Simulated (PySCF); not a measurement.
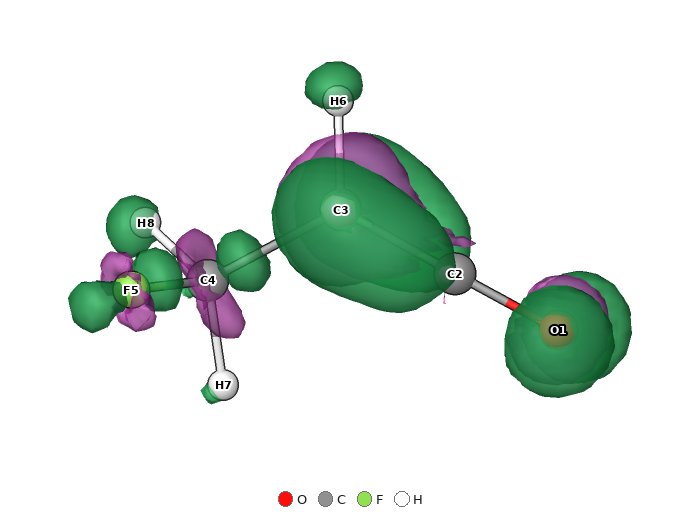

Figure 1: C3H3FO, SMILES `O=C=CCF`. Fukui function f⁻ = ρ(N) − ρ(N−1) at fixed geometry, surfaces at ±0.05 e/Å³ (green positive, purple negative).

Method: PBE0/def2-SVPD; geometry: GFN2-xTB; program: PySCF. No frequency check shows the geometry to be a minimum.

Coordinates in Å:

```
O1      -2.3028    0.3984   -0.0734
C2      -1.2610   -0.0826    0.0892
C3      -0.1132   -0.6691    0.2289
C4       1.1255   -0.2403   -0.4961
F5       1.9216    0.5476    0.3124
H6      -0.0072   -1.4203    0.9941
H7       0.8901    0.3617   -1.3781
H8       1.7371   -1.1051   -0.7716
```

On which atoms does the density change most on removal of an electron?

f⁻ (Hirshfeld-condensed) is largest on C3 (0.27), O1 (0.24) and C2 (0.17); the vertical ionisation energy is 9.90 eV (the stability of the cation's solution wasn't checked). Condensed values hint at sites of electrophilic attack but needn't mark the atom that reacts. Shares this close don't rank the sites. Orbital relaxation makes it negative in places (0.19 e in all).
